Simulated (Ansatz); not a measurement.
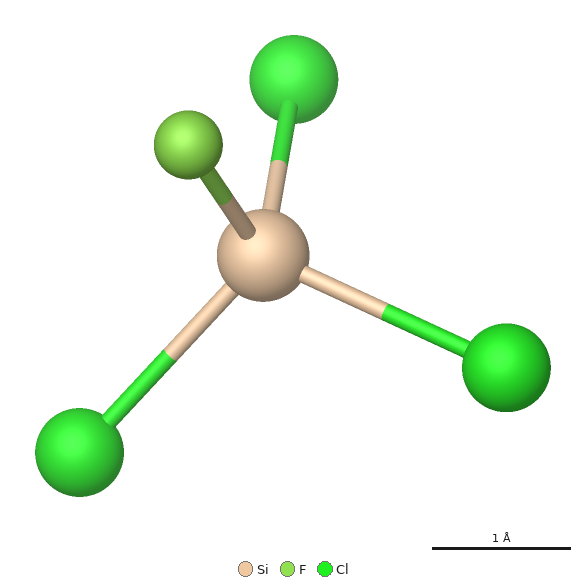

Every bond is drawn as one stick, whatever its order.

Which formula does it have?

Answer. SiCl3F, 5 atoms: 1 silicon, 3 chlorine and 1 fluorine.

What is the point group of this geometry?

Answer. C3v.

How many bonds of each kind are drawn?

Answer. 3 Cl–Si, 1 F–Si. Sticks follow a distance rule.

More results for the same structure follow; atom numbers are the same in all pictures, views and colours differ. The geometry was computed by an optimisation with PBE0-D4/def2-TZVP.

## Shape

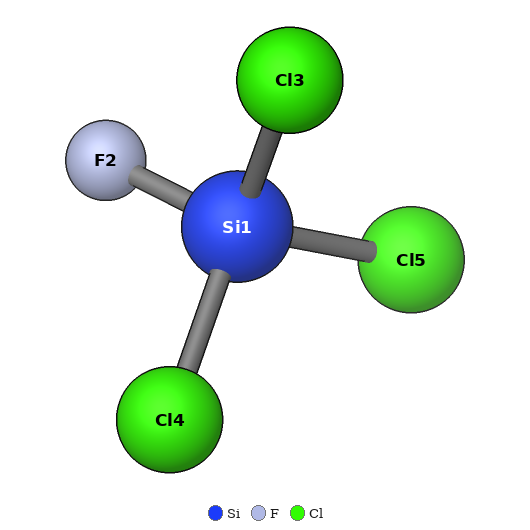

Which atoms are bonded, and how long are the bonds?

```tsv
bond	length (Å)
Si1–F2	1.575
Si1–Cl3	2.014
Si1–Cl4	2.014
Si1–Cl5	2.014
```

## Charges

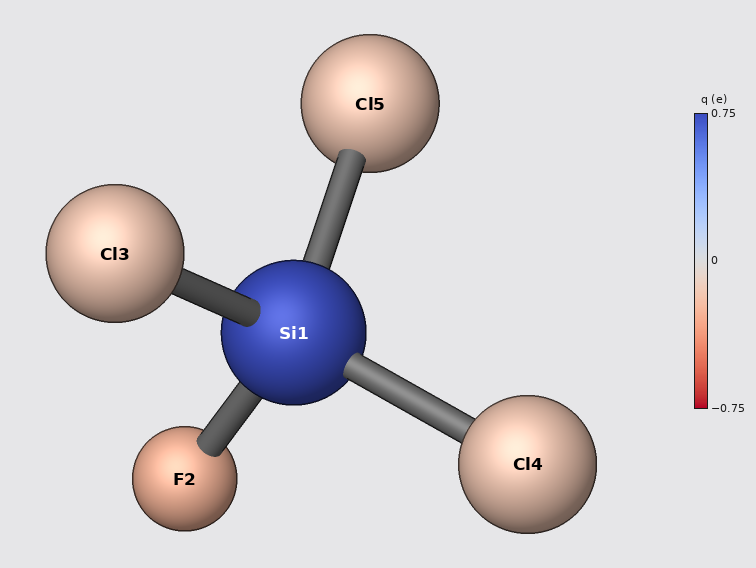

Atoms are coloured by their Mulliken charges. Method: RKS PBE0-D4/def2-TZVP (Ansatz 0.2.0).

Give the Mulliken charges atom by atom.

```csv
atom,value (e)
Si1,0.74
F2,−0.25
Cl3,−0.16
Cl4,−0.16
Cl5,−0.16
```

## Electronic properties

Method: RKS PBE0-D4/def2-TZVP (Ansatz 0.2.0).

Predict the main results.

- dipole moment: 0.55 D
- harmonic zero-point energy: 22.7 kJ/mol

## Thermal motion

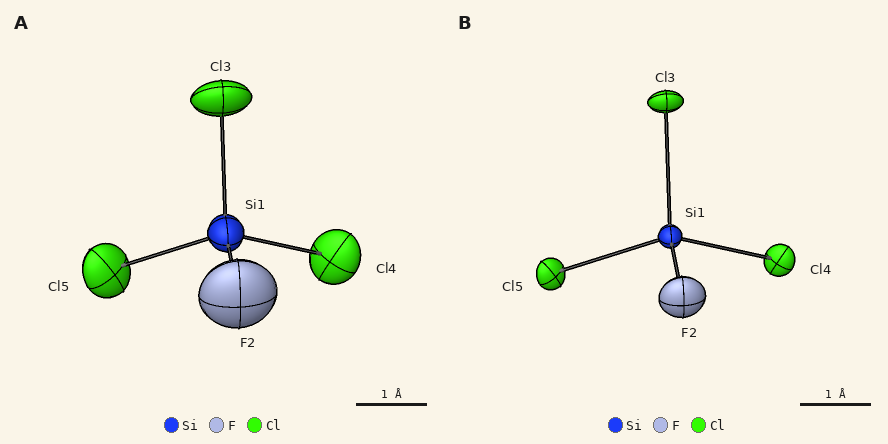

Displacement ellipsoids at the 50 % level, scaled by 3, from the internal vibrations of the free molecule (harmonic, no overall translation or rotation; no half-axis is drawn under 0.075 Å). Vibrations computed with RKS PBE0-D4/def2-TZVP (Ansatz 0.2.0). One panel is for 298 K, the other for 900 K.

Which panel is for 900 K?

Answer. A.

How much does the mean-square displacement of Cl3 grow, and why?

Answer. U_eq goes from 0.0021 to 0.0059 Å², a factor of 2.8. Modes below kT (626 cm⁻¹ at 900 K) grow about in proportion to T, and the lowest lies at 160 cm⁻¹; the mean-square amplitude of a mode is its zero-point value times coth(ħω/2kT), which comes close to 1 only above about 3kT.

Mulliken values depend strongly on the basis set and can even reverse the polarity of a bond.
